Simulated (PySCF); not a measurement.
# Geometry relaxation of CH₇NSi

The run: geometry relaxation of CH₇NSi, SMILES CN[SiH3]. Method and program: PBE0-D3(BJ)/def2-SVP geometry optimisation, gas phase (PySCF 2.14.0).

It belongs to a series of runs on one base structure; here: H on Si replaced by NHCH3.

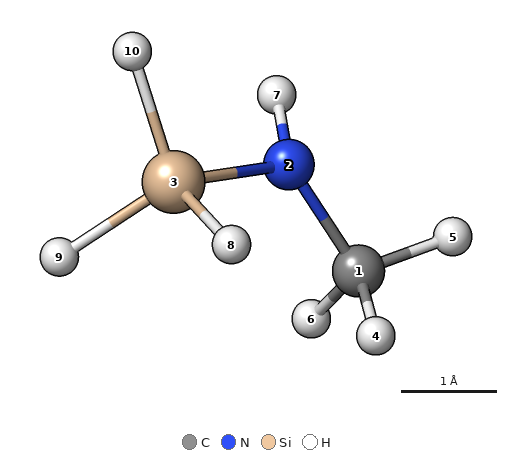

Figure 1. The starting structure (ball-and-stick view, seen at a tilt; atoms are numbered from 1 in the order of the input). Bond lengths as drawn: C–H 1.07 to 1.13 Å, C–N 1.43 Å, H–N 1.01 Å, H–Si 1.46 to 1.50 Å and N–Si 1.70 Å.

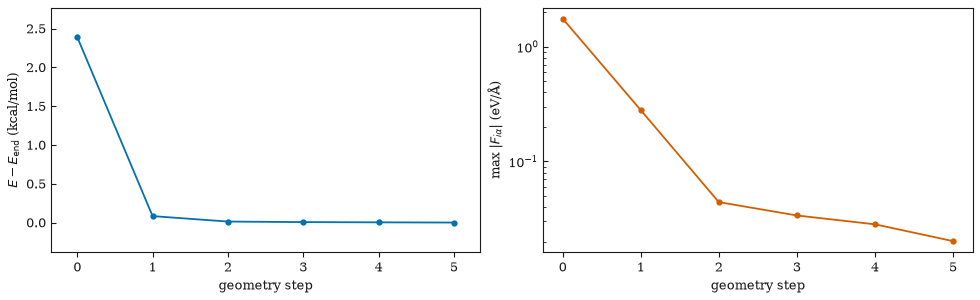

Figure 2. Progress of the relaxation, step by step (steps are counted from 0).

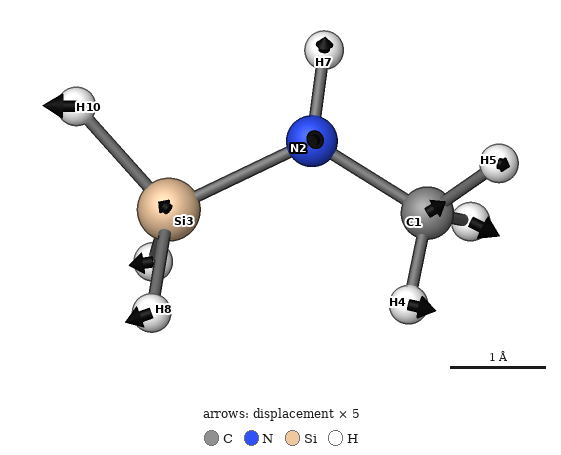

Figure 3. The starting structure with the displacements as black arrows, magnified 5 times (ball-and-stick view, seen at a tilt). The two geometries are laid on each other by the best rigid fit. The largest move after the best rigid fit is that of H10, 0.072 Å. By element the largest moves are H 0.072 Å, C 0.047 Å, N 0.041 Å, Si 0.030 Å. Among the contacts that change: Si3–H8 1.456 → 1.496 Å, C1–H4 1.069 → 1.102 Å, N2–Si3 1.704 → 1.730 Å, Si3–H10 1.469 → 1.494 Å. Among the angles that change: H4–C1–H6 110.9° → 107.0°, N2–Si3–H10 104.4° → 107.0°, N2–C1–H5 108.9° → 111.3°. Over 5 geometry steps the energy falls by 2.39 kcal/mol. The largest force component goes from 1.8 to 0.02 eV/Å. (Atoms are counted from 1 in the order of the input.)

The input and output of the run follow.

Input:
```
{"job": {"xc": "PBE0", "basis": "def2-SVP", "d3": "d3bj", "grid": 1, "shake": 0.01, "kind": "geom"}, "charge": 0, "multiplicity": 1}
C     -1.357660    -0.141920    -0.041100
N     -0.144560     0.614410    -0.112460
Si     1.385160    -0.130050    -0.016040
H     -1.216540    -1.064740    -0.562220
H     -2.176920     0.435650    -0.552770
H     -1.697990    -0.320620     0.981420
H     -0.230330     1.542610     0.278470
H      1.447680    -1.127340    -1.075500
H      1.701960    -0.799470     1.286280
H      2.339640     0.970550    -0.207140
```

The first line tells a small driver script what to run in PySCF; the rest is the geometry in Å.

Run as:
```bash
OMP_NUM_THREADS=1 python <driver script> task.json out
```

Output:
```
step   0  E = -386.16085903  max force = 0.034256
step   1  E = -386.16453335  max force = 0.005453
step   2  E = -386.16464525  max force = 0.000860
step   3  E = -386.16465645  max force = 0.000658
step   4  E = -386.16466122  max force = 0.000551
step   5  E = -386.16466578  max force = 0.000393
optimisation converged
```

Trajectory as extended XYZ (Å, eV, eV/Å), 6 frames, from step=0 to step=5:
```
10
Properties=species:S:1:pos:R:3:forces:R:3 step=0 energy=-10507.97220
C    -1.3577   -0.1419   -0.0411   -0.8375   1.7615  -0.2615
N    -0.1446    0.6144   -0.1125   -0.2724   0.3516   0.0863
Si    1.3852   -0.1300   -0.0160    0.2832   0.2248   0.4929
H    -1.2165   -1.0647   -0.5622   -0.0886  -1.0969  -0.4555
H    -2.1769    0.4356   -0.5528    0.3356  -0.5737   0.2198
H    -1.6980   -0.3206    0.9814   -0.1743  -0.3596   0.4204
H    -0.2303    1.5426    0.2785    0.0372   0.1704   0.0104
H     1.4477   -1.1273   -1.0755    0.1614  -0.5727  -0.5017
H     1.7020   -0.7995    1.2863    0.0722  -0.1334   0.0744
H     2.3396    0.9706   -0.2071    0.4832   0.2280  -0.0855
10
Properties=species:S:1:pos:R:3:forces:R:3 step=1 energy=-10508.07218
C    -1.3323   -0.1069    0.0489    0.0774  -0.2804  -0.0502
N    -0.1082    0.6551   -0.0026    0.0095   0.0521   0.0138
Si    1.4639   -0.0610    0.0845    0.0994  -0.1673  -0.0549
H    -1.1897   -1.0751   -0.4734   -0.0376   0.1938   0.1193
H    -2.1545    0.4076   -0.4719   -0.0332   0.0674  -0.0317
H    -1.6809   -0.3417    1.0757    0.0117   0.0034  -0.0440
H    -0.1978    1.6008    0.3522   -0.0183   0.0104  -0.0182
H     1.5984   -1.0953   -0.9951   -0.0436   0.0669   0.0470
H     1.7827   -0.7659    1.3754    0.0000   0.0207   0.0072
H     2.4857    1.0124   -0.1109   -0.0653   0.0329   0.0117
10
Properties=species:S:1:pos:R:3:forces:R:3 step=2 energy=-10508.07523
C    -1.3326   -0.1087    0.0478   -0.0044  -0.0361  -0.0387
N    -0.1045    0.6466    0.0010   -0.0011   0.0241   0.0384
Si    1.4686   -0.0683    0.0866    0.0281  -0.0442  -0.0144
H    -1.1984   -1.0726   -0.4715   -0.0016   0.0244   0.0112
H    -2.1473    0.4188   -0.4767    0.0006   0.0004   0.0101
H    -1.6877   -0.3412    1.0714   -0.0013   0.0047  -0.0006
H    -0.1945    1.5941    0.3513   -0.0014   0.0007  -0.0187
H     1.5974   -1.0957   -0.9940   -0.0134   0.0036   0.0061
H     1.7974   -0.7656    1.3789    0.0037   0.0067  -0.0013
H     2.4690    1.0226   -0.1121   -0.0092   0.0158   0.0080
10
Properties=species:S:1:pos:R:3:forces:R:3 step=3 energy=-10508.07553
C    -1.3332   -0.1089    0.0464    0.0010   0.0103  -0.0112
N    -0.1033    0.6444    0.0044   -0.0017  -0.0012   0.0338
Si    1.4704   -0.0709    0.0880   -0.0027   0.0037  -0.0095
H    -1.2000   -1.0711   -0.4737    0.0030  -0.0099  -0.0080
H    -2.1457    0.4219   -0.4778    0.0001   0.0000   0.0034
H    -1.6913   -0.3418    1.0688   -0.0018  -0.0002   0.0028
H    -0.1931    1.5930    0.3511   -0.0004   0.0018  -0.0140
H     1.5945   -1.0978   -0.9926   -0.0023  -0.0058  -0.0004
H     1.8049   -0.7651    1.3802    0.0028   0.0006  -0.0009
H     2.4640    1.0262   -0.1122    0.0020   0.0008   0.0039
10
Properties=species:S:1:pos:R:3:forces:R:3 step=4 energy=-10508.07566
C    -1.3338   -0.1089    0.0454    0.0037   0.0171  -0.0037
N    -0.1029    0.6429    0.0086    0.0032  -0.0086   0.0283
Si    1.4714   -0.0718    0.0893   -0.0159   0.0158  -0.0063
H    -1.2004   -1.0698   -0.4769    0.0012  -0.0118  -0.0081
H    -2.1443    0.4247   -0.4790    0.0005  -0.0014   0.0000
H    -1.6950   -0.3436    1.0664    0.0002  -0.0021   0.0013
H    -0.1927    1.5928    0.3515   -0.0012   0.0023  -0.0098
H     1.5916   -1.0999   -0.9905    0.0026  -0.0051  -0.0018
H     1.8110   -0.7640    1.3810    0.0013  -0.0016   0.0002
H     2.4624    1.0275   -0.1131    0.0044  -0.0046  -0.0001
10
Properties=species:S:1:pos:R:3:forces:R:3 step=5 energy=-10508.07579
C    -1.3339   -0.1088    0.0437    0.0007   0.0164   0.0038
N    -0.1025    0.6423    0.0168    0.0117  -0.0145   0.0141
Si    1.4717   -0.0723    0.0916   -0.0175   0.0202   0.0000
H    -1.1985   -1.0671   -0.4832   -0.0010  -0.0060  -0.0037
H    -2.1417    0.4283   -0.4813   -0.0003  -0.0017  -0.0034
H    -1.7002   -0.3483    1.0617    0.0012  -0.0032  -0.0011
H    -0.1931    1.5944    0.3528   -0.0039  -0.0007  -0.0030
H     1.5850   -1.1032   -0.9865    0.0055  -0.0007  -0.0026
H     1.8188   -0.7624    1.3824   -0.0018  -0.0026   0.0009
H     2.4618    1.0271   -0.1154    0.0053  -0.0071  -0.0050
```

Summary:

```csv
quantity,value
outcome,converged
total energy,−386.164666 hartree
dipole moment,1.25 D
point group,C1
hardware,"1 CPU thread, shared host"
wall time,10 s
peak memory,0.34 GiB
```
